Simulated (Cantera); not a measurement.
Feed: 1 mol PbO, 1.7 mol H2, 4.5 mol H2O, equilibrated at 0.330 Torr.

Equilibrium computed with Cantera from the NASA thermochemical tables; the gas is ideal and each condensed phase is pure. Candidate condensed phases: H2O, Pb, PbO, PbO2, Pb3O4; 12 gas species. Kinetics and transport are ignored.

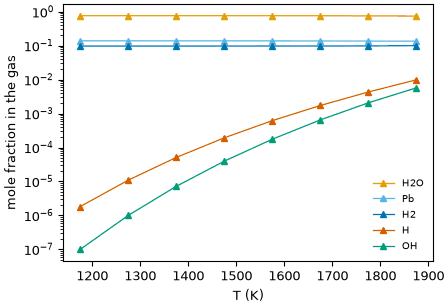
Figure. Equilibrium gas composition (values under 1e-9 drawn at 1e-9)

**Question.** Read off the mole fractions at 1875 K.

**Answer.** H2O about 0.74, Pb about 0.13, H2 about 0.10, H about 0.0099, OH about 0.0057.
